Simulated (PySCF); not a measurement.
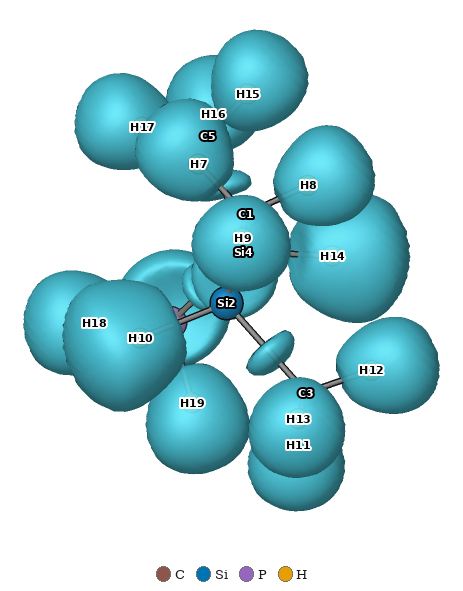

The picture shows: C$_{3}$H$_{13}$PSi$_{2}$. Isosurface of the electron localisation function at 0.9 (cyan), seen at an oblique angle. Only the valence region is drawn (cores and ρ < 0.01 e/Å³ removed).

Geometry: GFN2-xTB.

All numbers below come from PBE0/def2-SVPD, SCF density, gas phase (PySCF).

The calculation's input:

```
{"job": {"kind": "uv", "xc": "PBE0", "basis": "def2-SVPD", "nstates": 8, "ntriplets": 3}, "charge": 0, "multiplicity": 1}
C     -1.321756    -0.890463     1.683713
Si    -0.905408     0.407411     0.351131
C     -2.345957     0.475365    -0.895307
Si     1.091803    -0.153275    -0.745176
C      2.329898    -1.019347     0.420809
P      2.226759     1.578368    -1.636490
H     -0.570247    -0.908176     2.467061
H     -1.372804    -1.888844     1.258502
H     -2.279519    -0.686061     2.153129
H     -0.849722     1.724670     1.024536
H     -2.152716     1.199843    -1.681163
H     -2.501369    -0.488268    -1.372911
H     -3.278109     0.755986    -0.413230
H      0.903560    -1.051443    -1.906126
H      1.935236    -1.966773     0.773632
H      3.271265    -1.217721    -0.084139
H      2.548906    -0.407006     1.291700
H      2.152833     2.372601    -0.507021
H      1.107543     2.172384    -2.190111
```

Command:

```sh
OMP_NUM_THREADS=1 python probes_run.py task.json out
```

Q: Describe the localisation domains.

A: At this value the surface marks out three regions between bonded C–Si atoms (shared pairs), one region between bonded P–Si atoms (shared pairs), one region between bonded Si–Si atoms (shared pairs), 13 regions around hydrogen nuclei and one lobe on P, pointing away from the bonds (lone pairs). Profiles from the grid: C–Si (1.91 Å): the ELF peaks at about 0.95 between the atoms (a shared electron pair). Si–P (2.25 Å): the ELF peaks at about 0.95 between the atoms: a shared electron pair.
